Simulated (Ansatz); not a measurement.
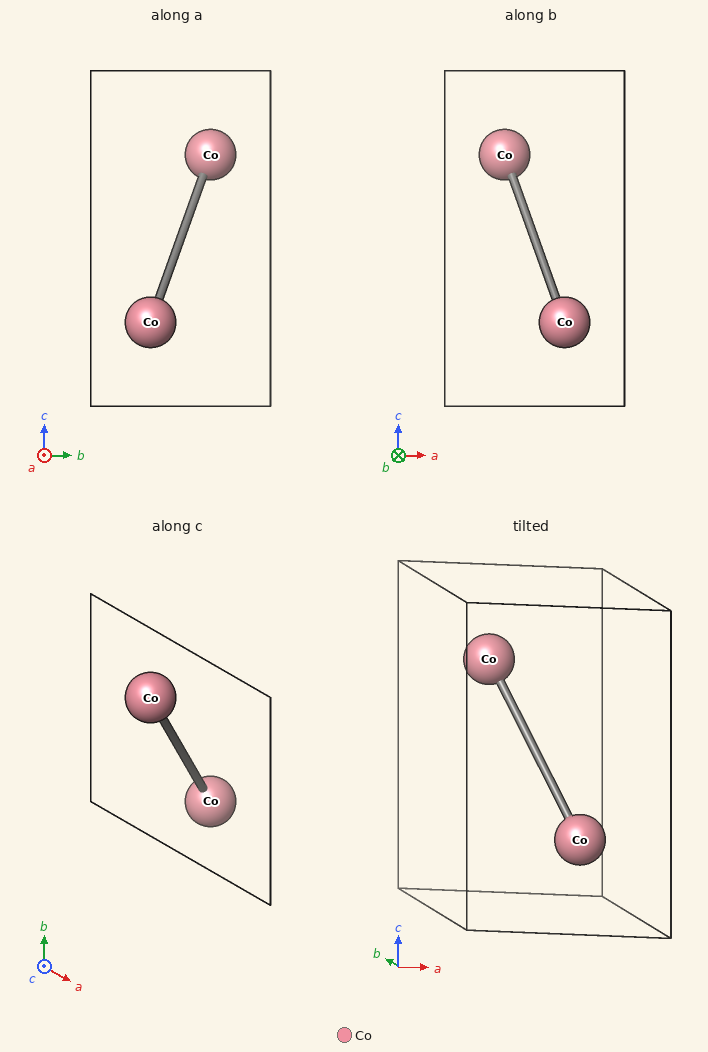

An orthographic ball-and-stick view of the structure, along the a axis, along the b axis, along the c axis and slightly off an axis. The conventional unit cell is drawn as a box.

Lattice parameters: a = 2.4576 Å, b = 2.4576 Å, c = 3.9670 Å, α = 90.000°, β = 90.000°, γ = 120.000°.

Question: Convert the drawing into a CIF in P1 with every atom of the cell.

Answer:
```cif
data_structure
_symmetry_space_group_name_H-M 'P 1'
_symmetry_Int_Tables_number 1
_cell_length_a 2.4576
_cell_length_b 2.4576
_cell_length_c 3.9670
_cell_angle_alpha 90.000
_cell_angle_beta 90.000
_cell_angle_gamma 120.000
_cell_volume 20.75
loop_
_atom_site_label
_atom_site_type_symbol
_atom_site_fract_x
_atom_site_fract_y
_atom_site_fract_z
_atom_site_occupancy
Co1 Co 0.3333 0.6667 0.7500 1
Co2 Co 0.6667 0.3333 0.2500 1
```

Origin of the cell: the standard structure of this element. Earlier steps of the study may have refined or changed the cell and positions. A calculation with Ansatz used it as input.
